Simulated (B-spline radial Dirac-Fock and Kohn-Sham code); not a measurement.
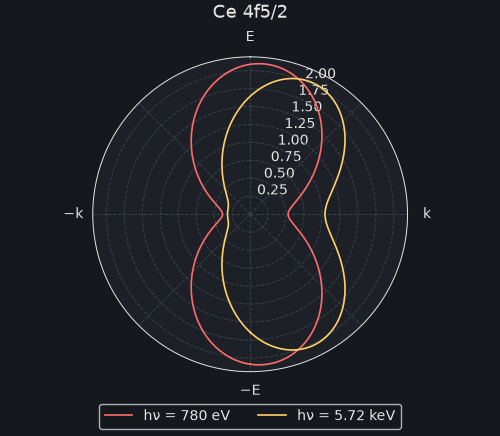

Angular distribution of photoelectrons from N6 (4f5/2) in the plane of the polarisation E (up) and the photon direction k (right), relative to an isotropic one. Species: atomic Ce. The calculation used a Dirac–Hartree–Slater potential; 1 + βP₂(cos θ) + (δ + γ cos²θ) sin θ cos φ with E1 and E1–E2 terms (a B-spline radial atomic code). Open shells are averaged over j.

> Is the pattern at 5.72 keV symmetric between forward and backward?

No: 45° forward of E it is 3.7 times the value 45° backward, from the non-dipole terms.
